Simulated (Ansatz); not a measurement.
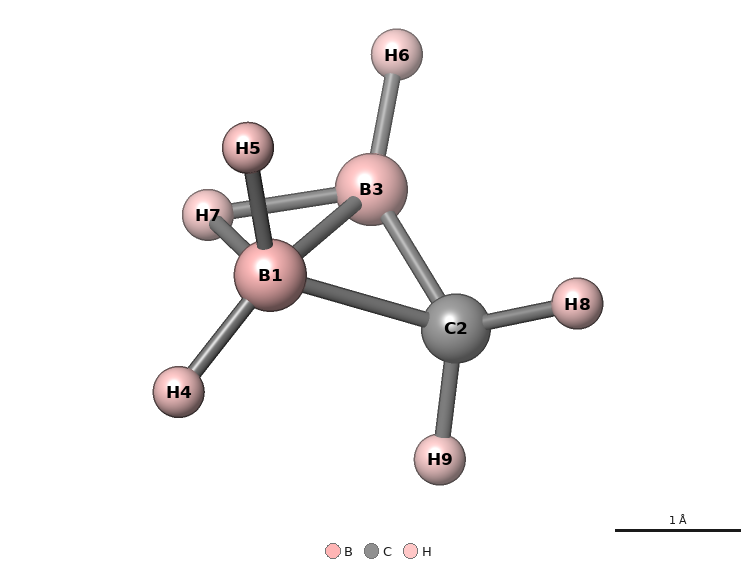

Orthographic view. Distant atoms are faded towards the background colour. The computed structure is the end point of a PBE-D4/def2-SVP optimisation. No frequency run is at hand to confirm it as a minimum.

List the bonded neighbours of every atom.

B1: C2, B3, H4, H5, H7
C2: B1, B3, H8, H9
B3: B1, C2, H6, H7
H4: B1
H5: B1
H6: B3
H7: B1, B3
H8: C2
H9: C2
